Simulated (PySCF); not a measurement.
C8H13Cl

Input

```
{"job": {"xc": "mPW1PW91", "basis": "pcSseg-1", "solvent": "methanol", "kind": "nmr", "pop": true}, "charge": 0, "multiplicity": 1}
Cl    -1.584145     2.254027    -1.458565
C     -1.428103     0.556728    -0.940597
C     -1.831160     0.349494     0.513530
C     -1.267103    -1.040091     0.801229
C      0.091773    -1.057867     0.085487
C      1.267637    -0.637307     0.978959
C      2.135856     0.234876     0.077932
C      1.101412     1.043035    -0.697925
C      0.005129     0.021327    -1.028014
H     -2.088037    -0.012821    -1.600134
H     -1.346561     1.097920     1.141146
H     -2.907306     0.415676     0.662844
H     -1.169115    -1.236811     1.867550
H     -1.927240    -1.797278     0.375066
H      0.288211    -2.042632    -0.342092
H      0.903004    -0.041789     1.817051
H      1.805359    -1.495271     1.379957
H      2.824403     0.864784     0.638943
H      2.714811    -0.389131    -0.604877
H      0.700495     1.830922    -0.060020
H      1.510489     1.508025    -1.593129
H      0.189782    -0.406431    -2.015189
```

Run with:

```sh
OMP_NUM_THREADS=1 python ens_run.py task.json out
```

Geometry: GFN2-xTB.

Method: mPW1PW91/pcSseg-1, SCF density, in a methanol solvent model, non-relativistic in PySCF 2.14.0.

Predict the electron density and electron localisation function between the atoms.

Answer. C–C (1.54 Å): ρ at the midpoint is about 1.6 e/Å³; the ELF peaks at about 0.95 between the atoms; a covalent bond.

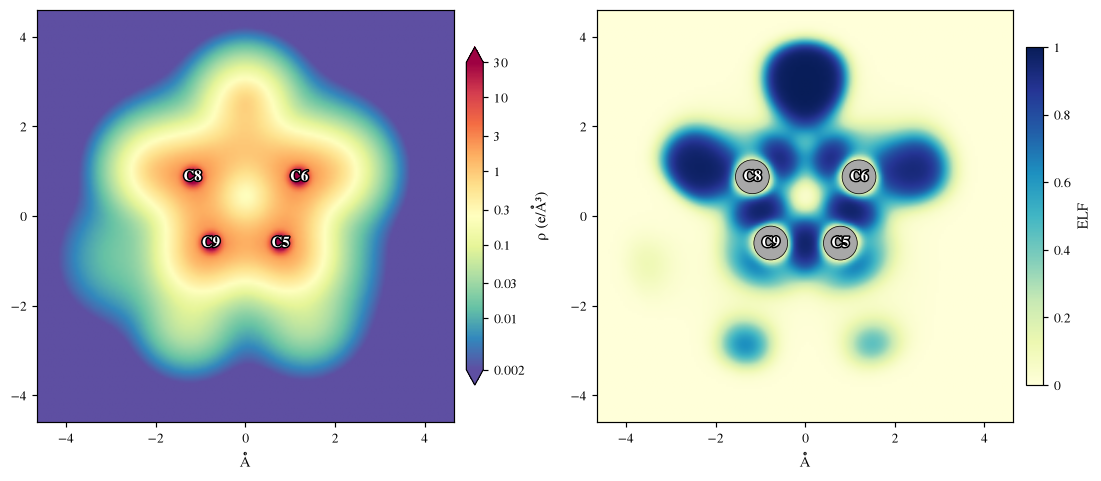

Computed electron density and electron localisation function on the plane of atoms C6, C5 and C9, in this order. Grey discs cover the atomic cores in the ELF map. 
